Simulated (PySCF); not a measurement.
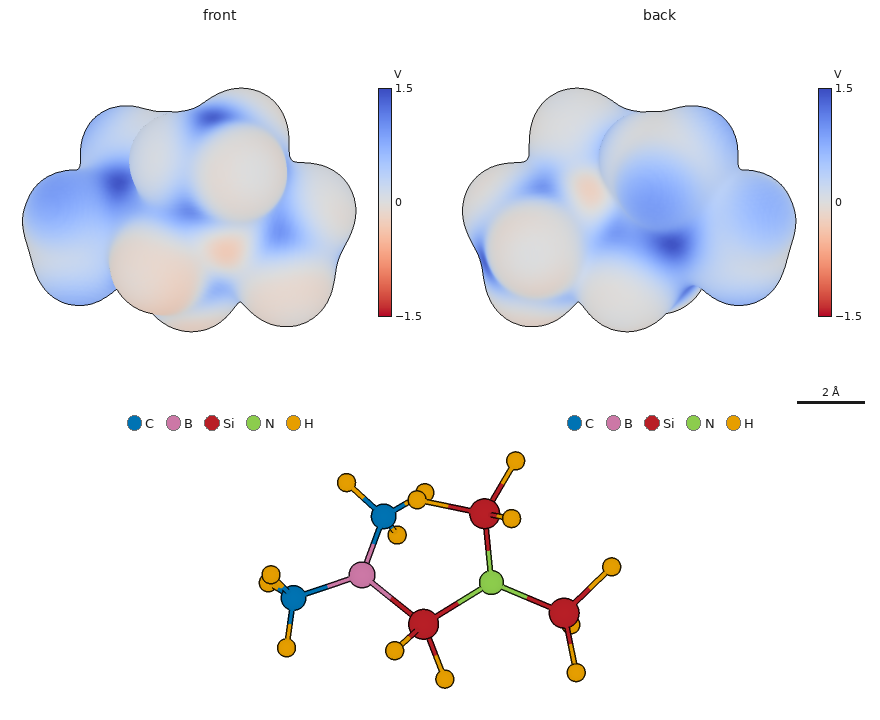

The picture shows: C2H14BNSi3 (SMILES CB(C)[SiH2]N([SiH3])[SiH3]). The molecular electrostatic potential painted on the density surface at 0.002 e/bohr³, seen from the front and from behind; red is negative and blue positive. The bare structure is drawn below in the same view.

Geometry: PBE0-D3(BJ)/def2-SVP.

Computed with CAM-B3LYP/def2-SVPD, SCF density, gas phase (PySCF 2.14.0).

```yaml
atoms:
  - { symbol: C, position_ang: [1.5870, 1.4107, 0.5818] }
  - { symbol: B, position_ang: [1.6563, -0.0042, -0.0803] }
  - { symbol: C, position_ang: [3.0025, -0.5628, -0.6516] }
  - { symbol: Si, position_ang: [0.0027, -1.1814, -0.1561] }
  - { symbol: N, position_ang: [-1.5133, -0.2886, 0.0488] }
  - { symbol: Si, position_ang: [-1.8991, 0.9948, -1.0719] }
  - { symbol: Si, position_ang: [-2.6608, -0.7786, 1.2742] }
  - { symbol: H, position_ang: [0.5974, 1.8902, 0.5917] }
  - { symbol: H, position_ang: [2.3477, 2.1172, 0.2128] }
  - { symbol: H, position_ang: [1.8430, 1.2162, 1.6448] }
  - { symbol: H, position_ang: [3.9072, -0.1047, -0.2214] }
  - { symbol: H, position_ang: [2.9772, -0.2593, -1.7196] }
  - { symbol: H, position_ang: [3.1021, -1.6590, -0.6575] }
  - { symbol: H, position_ang: [0.0545, -2.1687, 0.9790] }
  - { symbol: H, position_ang: [-0.0448, -2.0084, -1.4108] }
  - { symbol: H, position_ang: [-0.7072, 1.1834, -1.9594] }
  - { symbol: H, position_ang: [-2.1860, 2.2829, -0.3676] }
  - { symbol: H, position_ang: [-3.0799, 0.6690, -1.9311] }
  - { symbol: H, position_ang: [-2.0486, -0.7447, 2.6379] }
  - { symbol: H, position_ang: [-3.8071, 0.1826, 1.2324] }
  - { symbol: H, position_ang: [-3.1857, -2.1593, 1.0377] }
```

### Where is the surface potential most negative and most positive?

The most negative region (about −0.2 V) lies over N5 and H15, the most positive (about +1.3 V) over B2, Si6 and Si7.
